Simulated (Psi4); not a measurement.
# One shape, several levels: PH3 (phosphine)

We compute a comparison of 3 runs (B3LYP/aug-cc-pVTZ, BHLYP/aug-cc-pVTZ, M06-L/aug-cc-pVTZ) of PH3 (phosphine). 

The results are computed with Psi4 1.11.

2 further runs of the same task are left out: 2 set aside as unsound or not needed.

**1. The structure to begin with**

PH3: 4 atoms, total charge 0, spin state singlet. SMILES: `P`. The P1–H4 distance was set to 2.130 Å, away from the relaxed value. At this shape a bond of the SMILES string is far longer than usual.

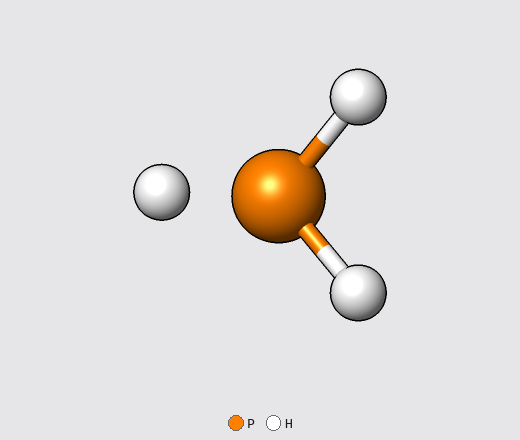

Viewed from a chosen angle; phosphorus orange, hydrogen white.

**2. The energy at B3LYP/aug-cc-pVTZ (run 1)**

input.inp reads:

```
memory 1.6 GB

molecule geom {
  P      0.504648    -1.001493    -0.180752
  H      0.789548    -0.708993     1.179048
  H     -0.846852    -1.337993     0.094848
  H      0.028700     1.023500    -0.636900
  symmetry c1
  no_reorient
  no_com
}

set globals {
  basis                aug-cc-pVTZ
  reference            rks
  puream               true
  e_convergence        1e-09
  d_convergence        1e-08
  scf_type             pk
  dft_radial_points    99
  dft_spherical_points 590
}

result, w = energy("b3lyp", return_wfn=True)
oeprop(w, "MAYER_INDICES", "DIPOLE", "WIBERG_LOWDIN_INDICES")
```

Launch:

```sh
$ psi4 input.inp input.out -n 1
```

input.out:

```text
[...]
  Running in c1 symmetry.
[...]
  Nuclear repulsion =   15.569137306333706
[...]
  Multiplicity = 1
[...]
  Nalpha       = 9
  Nbeta        = 9
[...]
    Number of basis functions: 119
[...]
   @RKS iter   1:  -343.02955922396046   -3.01535e-01   3.07038e-03 ADIIS/DIIS
[...]
   @RKS iter  10:  -343.10874533044955   -5.79803e-12   2.77680e-09 DIIS
[...]
    Orbital Energies [Eh]
    ---------------------
    Doubly Occupied:
       1A    -77.126420     2A     -6.585328     3A     -4.748676
       4A     -4.746322     5A     -4.743097     6A     -0.637690
       7A     -0.398800     8A     -0.330080     9A     -0.284346
[...]
  @RKS Final Energy:  -343.10874533044955
   => Energetics <=
    Nuclear Repulsion Energy =             15.5691373063337064
    One-Electron Energy =                -504.2582042659041690
    Two-Electron Energy =                 165.0896147084796155
    DFT Exchange-Correlation Energy =     -19.5092930793587342
    Empirical Dispersion Energy =           0.0000000000000000
    VV10 Nonlocal Energy =                  0.0000000000000000
    Total Energy =                       -343.1087453304495511
[...]
 Multipole Moments:
 ------------------------------------------------------------------------------------
     Multipole            Electronic (a.u.)      Nuclear  (a.u.)        Total (a.u.)
 ------------------------------------------------------------------------------------
 L = 1.  Multiply by 2.5417464519 to convert [e a0] to [Debye]
 Dipole X            :        -14.3189768           14.2506439           -0.0683329
 Dipole Y            :         30.0919741          -30.3223205           -0.2303465
 Dipole Z            :          4.1565566           -3.9198287            0.2367280
 Magnitude           :                                                    0.3372966
[...]
```

Wall time 24 s (1 thread of Intel Xeon Platinum 8259CL at 2.50GHz (Skylake/Cascade Lake), shared host); peak memory 0.9 GiB.

**3. Energy and forces at BHLYP/aug-cc-pVTZ (run 2)**

calc.dat reads:

```
memory 1600 mb

molecule m {
  0 1
  P      0.504648    -1.001493    -0.180752
  H      0.789548    -0.708993     1.179048
  H     -0.846852    -1.337993     0.094848
  H      0.028700     1.023500    -0.636900
  symmetry c1
}

set basis aug-cc-pVTZ
set puream true
set e_convergence 1e-09
set d_convergence 1e-08
set scf_type pk
set dft_radial_points 99
set dft_spherical_points 590

e_tot, wfn = gradient('bhhlyp', return_wfn=True)
oeprop(wfn, 'LOWDIN_CHARGES', 'MULLIKEN_CHARGES', 'MAYER_INDICES', title='BHHLYP')
```

Launch:

```sh
$ psi4 calc.dat calc.out -n 1
```

calc.out:

```text
[...]
  Running in c1 symmetry.
[...]
  Nuclear repulsion =   15.569137306333705
[...]
  Multiplicity = 1
[...]
  Nalpha       = 9
  Nbeta        = 9
[...]
    Number of basis functions: 119
[...]
   @RKS iter   1:  -343.01456622546561   -3.89124e-01   2.43256e-03 ADIIS/DIIS
[...]
   @RKS iter  10:  -343.07123667329205   -2.21121e-11   3.95458e-09 DIIS
[...]
  @RKS Final Energy:  -343.07123667329205
   => Energetics <=
    Nuclear Repulsion Energy =             15.5691373063337046
    One-Electron Energy =                -504.2306851210061609
    Two-Electron Energy =                 158.0174647929268303
    DFT Exchange-Correlation Energy =     -12.4271536515464245
    Empirical Dispersion Energy =           0.0000000000000000
    VV10 Nonlocal Energy =                  0.0000000000000000
    Total Energy =                       -343.0712366732920486
[...]
 Multipole Moments:
 ------------------------------------------------------------------------------------
     Multipole            Electronic (a.u.)      Nuclear  (a.u.)        Total (a.u.)
 ------------------------------------------------------------------------------------
 L = 1.  Multiply by 2.5417464519 to convert [e a0] to [Debye]
 Dipole X            :          1.2869916           -1.3595593           -0.0725677
 Dipole Y            :         -1.9996751            1.7459926           -0.2536824
 Dipole Z            :         -0.7827058            1.0393602            0.2566544
 Magnitude           :                                                    0.3680928
[...]
  -Total Gradient:
     Atom            X                  Y                   Z
    ------   -----------------  -----------------  -----------------
       1        0.016644207070    -0.062399580277     0.011056998481
       2        0.001267650558    -0.001065141127     0.004226046956
       3       -0.003336135021    -0.002840469025     0.001170584464
       4       -0.014575704950     0.066305188569    -0.016453654241
[...]
  Mulliken Charges: (a.u.)
   Center  Symbol    Alpha    Beta     Spin     Total
       1     P     7.52273  7.52273  0.00000 -0.04546
       2     H     0.47820  0.47820  0.00000  0.04361
       3     H     0.47819  0.47819  0.00000  0.04361
       4     H     0.52088  0.52088  0.00000 -0.04176
   Total alpha =  9.00000, Total beta =  9.00000, Total charge = -0.00000
  Lowdin Charges: (a.u.)
   Center  Symbol    Alpha    Beta     Spin     Total
       1     P     6.95981  6.95981  0.00000  1.08038
       2     H     0.76119  0.76119  0.00000 -0.52237
[...]
```

It took 45 s on 1 thread of Intel Xeon Platinum 8259CL at 2.50GHz (Skylake/Cascade Lake), shared host; peak memory 0.9 GiB.

**4. Energy and forces at M06-L/aug-cc-pVTZ (run 3)**

h3p.inp reads:

```
memory 1.6 GB

molecule molecule1 {
  0 1
  P      0.504648    -1.001493    -0.180752
  H      0.789548    -0.708993     1.179048
  H     -0.846852    -1.337993     0.094848
  H      0.028700     1.023500    -0.636900
  symmetry c1
}

set globals {
  basis aug-cc-pVTZ
  puream true
  e_convergence 1e-09
  d_convergence 1e-08
  scf_type pk
  dft_radial_points 99
  dft_spherical_points 590
}

E, wfn = gradient("m06-l", return_wfn=True)
oeprop(wfn, "WIBERG_LOWDIN_INDICES", "MULLIKEN_CHARGES", "MAYER_INDICES")
```

Launch:

```sh
$ psi4 -i h3p.inp -o h3p.out -n 1
```

h3p.out:

```text
[...]
  Running in c1 symmetry.
[...]
  Nuclear repulsion =   15.569137306333705
[...]
  Multiplicity = 1
[...]
  Nalpha       = 9
  Nbeta        = 9
[...]
    Number of basis functions: 119
[...]
   @RKS iter   1:  -343.00263985165856   -2.97029e-01   3.00295e-03 ADIIS/DIIS
[...]
   @RKS iter  12:  -343.07859900713493   -3.29692e-12   4.60915e-09 DIIS
[...]
    Orbital Energies [Eh]
    ---------------------
    Doubly Occupied:
       1A    -76.796058     2A     -6.538374     3A     -4.650872
       4A     -4.647803     5A     -4.643934     6A     -0.597470
       7A     -0.366052     8A     -0.301625     9A     -0.257229
[...]
  @RKS Final Energy:  -343.07859900713493
   => Energetics <=
    Nuclear Repulsion Energy =             15.5691373063337046
    One-Electron Energy =                -504.4034522332318033
    Two-Electron Energy =                 169.9657759268751818
    DFT Exchange-Correlation Energy =     -24.2100600071120482
    Empirical Dispersion Energy =           0.0000000000000000
    VV10 Nonlocal Energy =                  0.0000000000000000
    Total Energy =                       -343.0785990071349261
[...]
 Multipole Moments:
 ------------------------------------------------------------------------------------
     Multipole            Electronic (a.u.)      Nuclear  (a.u.)        Total (a.u.)
 ------------------------------------------------------------------------------------
 L = 1.  Multiply by 2.5417464519 to convert [e a0] to [Debye]
 Dipole X            :          1.2805292           -1.3595593           -0.0790301
 Dipole Y            :         -1.9516553            1.7459926           -0.2056626
 Dipole Z            :         -0.8008032            1.0393602            0.2385570
 Magnitude           :                                                    0.3247342
[...]
  -Total Gradient:
     Atom            X                  Y                   Z
    ------   -----------------  -----------------  -----------------
       1        0.011420651214    -0.056806904601     0.015697508021
       2        0.002082102119    -0.001927885424     0.000829595555
       3       -0.000293975892    -0.002846572543    -0.000750053453
       4       -0.013193832708     0.061610237512    -0.015816530814
[...]
  Mulliken Charges: (a.u.)
   Center  Symbol    Alpha    Beta     Spin     Total
       1     P     7.75754  7.75754  0.00000 -0.51508
       2     H     0.34651  0.34651  0.00000  0.30697
       3     H     0.34650  0.34650  0.00000  0.30699
       4     H     0.54944  0.54944  0.00000 -0.09888
   Total alpha =  9.00000, Total beta =  9.00000, Total charge =  0.00000
  Mayer Bond Indices:
[...]
```

Run time: 76 s. Hardware: 1 thread of Intel Xeon Platinum 8259CL at 2.50GHz (Skylake/Cascade Lake), shared host; peak memory 0.9 GiB.

**5. The series**

```
run              level      task                 properties  energy (Eh)  dipole moment (D)  HOMO energy (eV)  LUMO energy (eV)  wall time
  1  B3LYP/aug-cc-pVTZ    energy    (mayer, dipole, wiberg)  -343.108745               0.86             -7.74             -2.54       24 s
  2  BHLYP/aug-cc-pVTZ  gradient  (lowdin, mulliken, mayer)  -343.071237               0.94             -8.83             -1.43       45 s
  3  M06-L/aug-cc-pVTZ  gradient  (wiberg, mulliken, mayer)  -343.078599               0.83             -7.00             -2.80       76 s
```

**6. Summary of results**

| quantity | value |
| --- | --- |
| run 3: total energy | -343.07860 Eh |
| run 3: dipole moment | 0.83 D |
| run 3: HOMO energy | -7.00 eV |
| run 3: LUMO energy | -2.80 eV |
| run 3: HOMO–LUMO gap | 4.20 eV |
| run 3: largest force on an atom | 3.340 eV/Å |

**Reading.** The dipole moment (its size) runs from 0.83 D (M06-L/aug-cc-pVTZ) to 0.94 D (BHLYP/aug-cc-pVTZ). The HOMO–LUMO gap runs from 4.20 eV (M06-L/aug-cc-pVTZ) to 7.40 eV (BHLYP/aug-cc-pVTZ). Totals of different functionals can't be ranked against each other. All runs together took 2.4 min, the longest 76 s.
